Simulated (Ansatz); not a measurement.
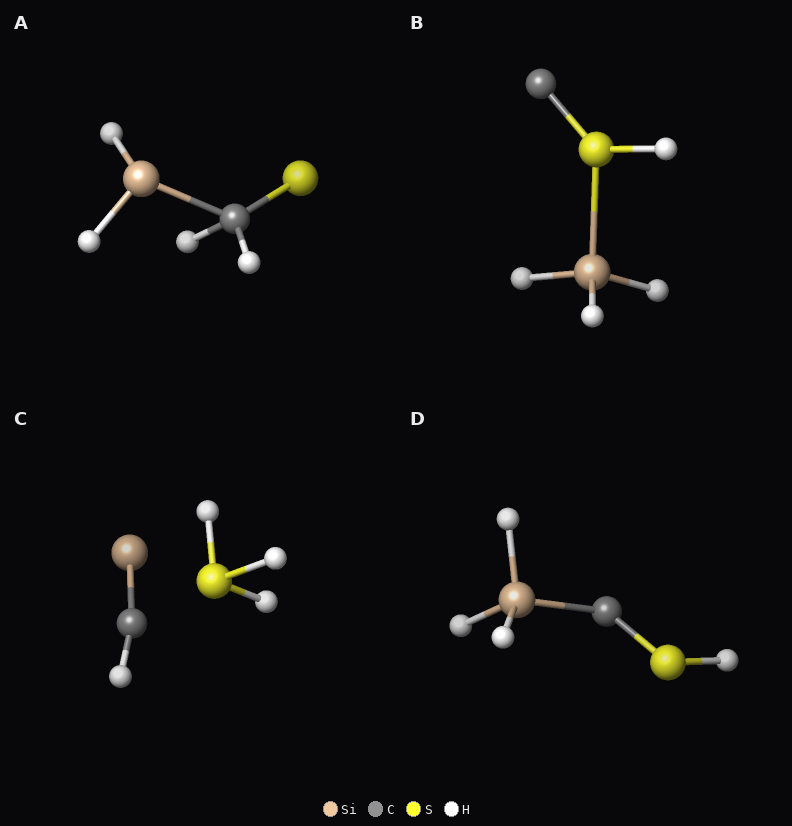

4 stationary structures of one formula. Geometries: PBE-D4/def2-SVP. Electronic energies: PBE-D4/def2-SVP (Ansatz 0.2.0), without zero-point energy. No frequency run is at hand to confirm each as a minimum. Each is one conformer, not always the lowest.

> Which is lowest in energy, and by how much?

A is lowest (C1); D lies 49.4 kJ/mol above it (Cs), C lies 272.3 kJ/mol above it (C1), B lies 325.6 kJ/mol above it (Cs).
